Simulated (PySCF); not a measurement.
**C₄H₁₁NSi (SMILES C1CNC[SiH2]C1): density, localisation and related maps**

Input

```
{"job": {"kind": "nmr", "xc": "PBE0", "basis": "pcSseg-1", "pop": false}, "charge": 0, "multiplicity": 1}
C     -0.500199     1.413628     0.013748
C     -1.452497     0.215774    -0.135074
N     -1.037107    -0.926198     0.614576
C      0.118140    -1.671468     0.186925
Si     1.607831    -0.471570     0.141018
C      0.864937     1.115413    -0.601518
H     -0.949681     2.285852    -0.468933
H     -0.384189     1.639048     1.076214
H     -1.511265    -0.046265    -1.204665
H     -2.453565     0.505366     0.194391
H     -1.555986    -1.218222     1.415525
H     -0.068656    -2.122270    -0.801603
H      0.280047    -2.495863     0.879855
H      2.706140    -0.977170    -0.689717
H      2.064350    -0.216052     1.512749
H      1.527313     1.969678    -0.452350
H      0.744387     1.000320    -1.681142
```

Command:

```sh
OMP_NUM_THREADS=1 python ens_run.py task.json out
```

Geometry: GFN2-xTB.

Computed with PBE0/pcSseg-1, SCF density, gas phase, non-relativistic in PySCF 2.14.0.

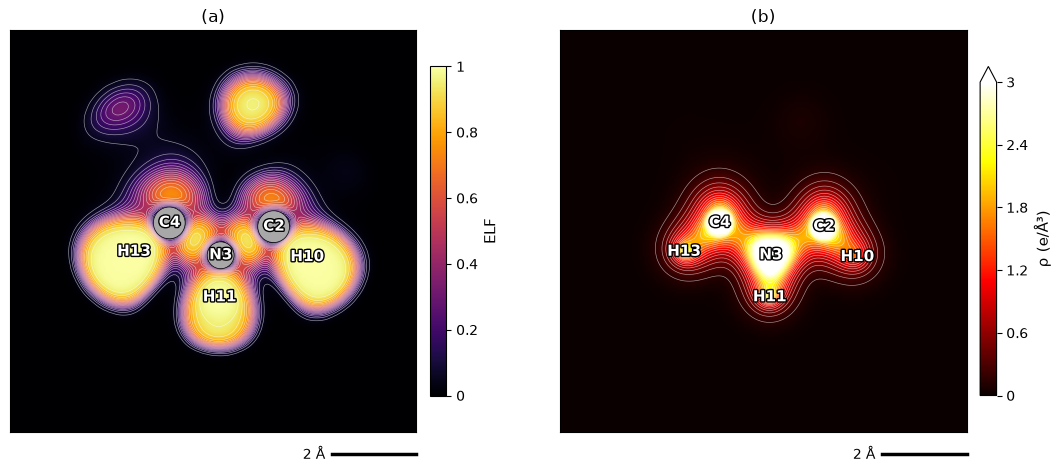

Figure 1. (a) ELF; (b) electron density on the plane of atoms C2, N3 and C4. Grey discs cover the atomic cores in the ELF map.

### Read the bonding off the picture.

- Atoms in the plane: C, N and H.
- C–N (1.43 Å): ρ at the midpoint is about 2 e/Å³; the ELF peaks at about 0.95 between the atoms, as expected for a covalent bond.
- N–H (1.00 Å): ρ is about 2.9 e/Å³ halfway; the ELF climbs to about 1 towards the hydrogen, as it does in any bond to H; a covalent bond by its length.
- C–H (1.09 Å): ρ at the midpoint is about 2 e/Å³; the ELF climbs to about 1 towards the hydrogen; a covalent bond by its length.

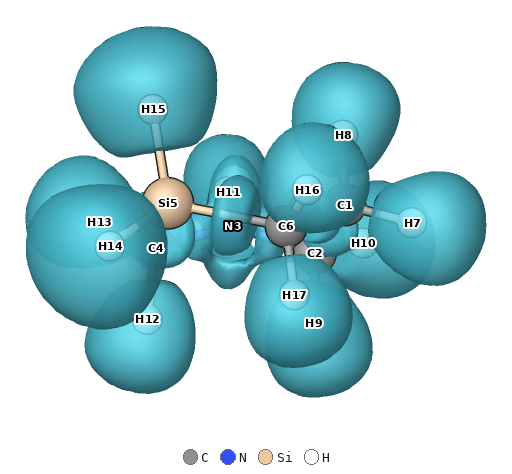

Figure 2. Isosurface of the electron localisation function at 0.8 (cyan), seen from one side. Only the valence region is drawn (cores and ρ < 0.01 e/Å³ removed).

### Describe the localisation domains.

The surface consists of two regions between bonded C–C atoms (shared pairs), two regions between bonded C–Si atoms (shared pairs) and eleven regions around hydrogen nuclei. Along the contacts the grid gives the following. C–C (1.53 Å): the ELF peaks at about 0.95 between the atoms, as expected for a shared electron pair.

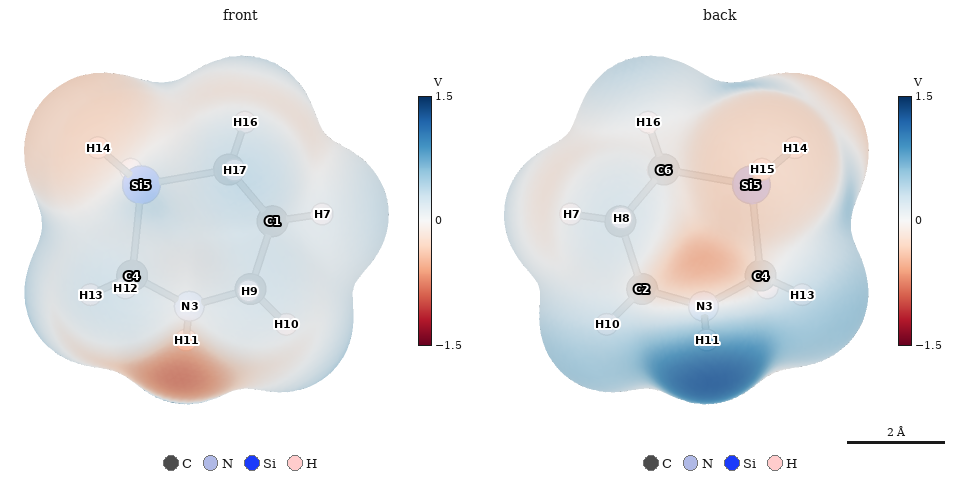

Figure 3. The electrostatic potential painted on the density surface at 0.001 e/bohr³, seen from the front and from behind; the colour scale runs from red (negative) to blue (positive).

### Describe the electrostatic potential map.

The most negative region (about −0.7 V, or −16 kcal/mol for a unit charge) lies over N3, the most positive (about +1.1 V, or +25 kcal/mol for a unit charge) over H11.
